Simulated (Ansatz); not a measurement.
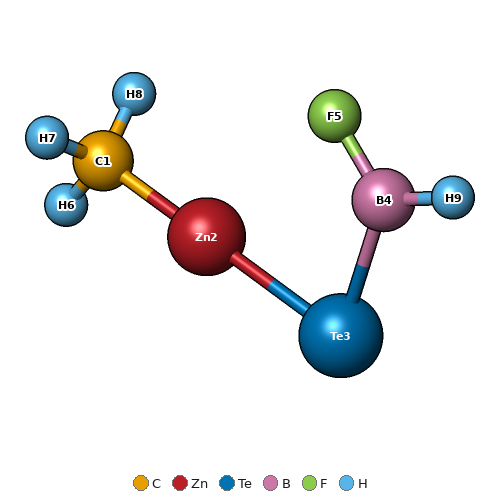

The system is CH₄BFTeZn, SMILES [CH3][Zn][Te]BF; the picture shows the reference structure. Coordinates scanned: (1) bond length Te3–B4; (2) dihedral Zn2–Te3–B4–F5. Nothing is relaxed (all other coordinates rigid). Grid: 9 × 10 points. Energies are in kJ/mol, from the lowest grid point. Method: Ansatz 0.2.0, RKS PBE-D4/def2-SVP.

Its coordinates:

| atom | x (Å) | y (Å) | z (Å) |
| --- | --- | --- | --- |
| C | -0.7557 | -1.3461 | -1.5478 |
| Zn | 0.4180 | -0.7487 | -0.1155 |
| Te | 1.9445 | 0.0239 | 1.7445 |
| B | 0.7240 | 1.8051 | 1.8192 |
| F | -0.3235 | 1.9636 | 0.9925 |
| H | -0.3512 | -2.2586 | -2.0308 |
| H | -1.7661 | -1.5778 | -1.1542 |
| H | -0.8555 | -0.5570 | -2.3205 |
| H | 0.9654 | 2.6956 | 2.6126 |

Range: bond length Te3–B4 from 1.858 to 3.025 Å; dihedral Zn2–Te3–B4–F5 from −180 to 144°.

### What will the energy surface look like?

The lowest grid point is at bond length Te3–B4 = 2.150 Å, dihedral Zn2–Te3–B4–F5 = 0°. A higher local minimum lies near bond length Te3–B4 = 2.150 Å, dihedral Zn2–Te3–B4–F5 = −180° (4.4 kJ/mol above the lowest at that grid point). The highest grid point, bond length Te3–B4 = 3.025 Å, dihedral Zn2–Te3–B4–F5 = −108°, lies 184 kJ/mol above the lowest. On the interpolated surface the easiest way out of the lowest well to the well at bond length Te3–B4 = 2.150 Å, dihedral Zn2–Te3–B4–F5 = −180° passes a barrier of about 31 kJ/mol. Round the minimum the two coordinates are nearly uncoupled.

| dihedral Zn2–Te3–B4–F5 ↓, bond length Te3–B4 → | 1.858 | 2.004 | 2.150 | 2.296 | 2.441 | 2.587 | 2.733 | 2.879 | 3.025 |
| --- | --- | --- | --- | --- | --- | --- | --- | --- | --- |
| 144 | 113 | 36 | 13 | 21 | 44 | 75 | 110 | 146 | 180 |
| 108 | 139 | 57 | 29 | 34 | 54 | 83 | 117 | 151 | 184 |
| 72 | 139 | 56 | 29 | 33 | 54 | 83 | 116 | 150 | 183 |
| 36 | 109 | 33 | 10 | 18 | 42 | 73 | 108 | 144 | 179 |
| 0 | 93 | 20 | 0 | 10 | 35 | 68 | 104 | 141 | 176 |
| −36 | 109 | 33 | 10 | 18 | 42 | 73 | 108 | 144 | 179 |
| −72 | 139 | 56 | 29 | 33 | 54 | 83 | 116 | 150 | 183 |
| −108 | 139 | 57 | 29 | 34 | 54 | 83 | 117 | 151 | 184 |
| −144 | 113 | 36 | 13 | 21 | 44 | 75 | 110 | 146 | 180 |
| −180 | 100 | 25 | 4 | 14 | 39 | 71 | 107 | 143 | 178 |

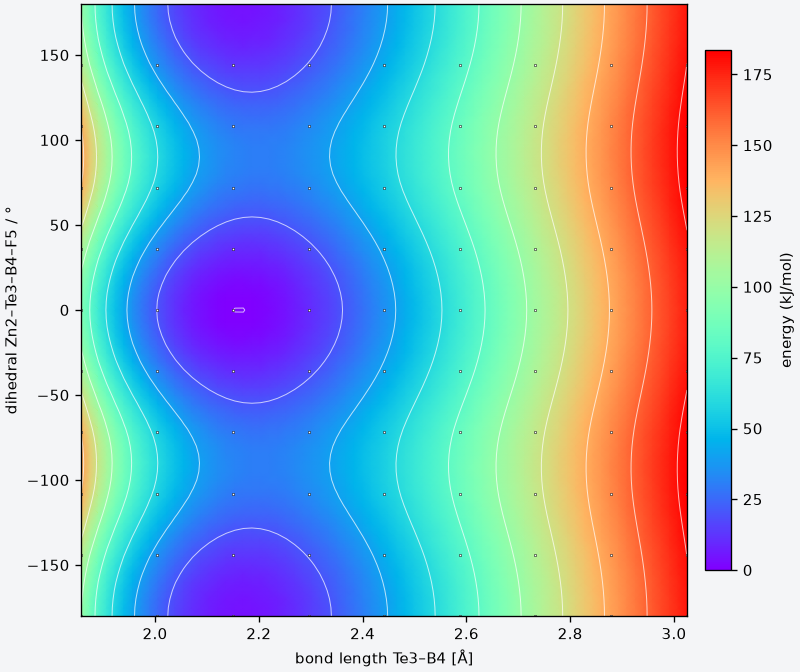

Drawn: a smooth colour map with a few white contour lines, dots at the grid points. Between grid points the surface is interpolated.

Each point was launched as `ansatz run input.yaml --threads 1 --pin off --max-ram 2560MiB --backend cpu --events-out ev --progress --plain --runs-dir out`. The whole map (90 points run) took 7.6 min on 1 thread of Arm Neoverse V2, with other jobs on the host.
